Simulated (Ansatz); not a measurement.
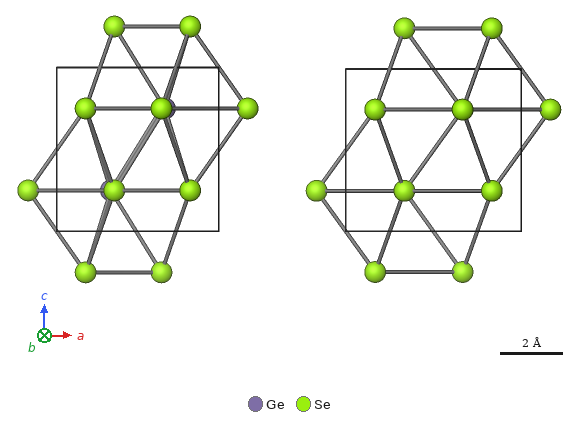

Two geometries of solid GeSe₃ (built on the Ni3Sn (D0_19)_194 type) (coarse preliminary run), drawn at one scale. One is the start of a relaxation, the other its converged end. Style: ball-and-stick. Shown: the cell of the calculation, along the b axis.

Level of theory: Ansatz, DFT PBE, scalar-relativistic, plane waves, PAW. (plane-wave cutoff 420 eV; k-point mesh 3 × 3 × 4; occupations gaussian; smearing width 0.1 eV; no spin polarisation; cell and atoms relaxed; force threshold 0.04 eV/Å; at most 70 steps)

**Which one is relaxed?**

The left one is the relaxed one. Case: Ni3Sn (D0_19) type (P6_3/mmc, No. 194). After 5 accepted moves (6 points after the start) the energy has fallen by 144 meV per atom. The largest force component goes from 0.52 to 0.022 eV/Å. Pressure: −7.39 GPa at the start and −0.10 GPa at the end. The SCF was repeated once at an unchanged geometry on a basis and grid sized afresh for the cell, which shifted the energy by 0.3 meV per atom at most. The largest moves relative to the cell, 0.11 Å, are those of Se atoms. Ge stays in place. The volume changes by −13.7 %, with a = b 6.546 → 6.052 Å (−7.5 %), c 5.254 → 5.302 Å (+0.9 %). Some distances before and after: Se–Se 3.267 → 2.833 Å, Ge–Se 3.273 → 3.028 Å, Ge–Se 3.234 → 3.115 Å, Se–Se 3.280 → 3.219 Å. The space group stays P6_3/mmc (No. 194). Cost: 63 s on 1 thread of Arm Neoverse V1, on a shared host, peak memory 0.49 GiB.
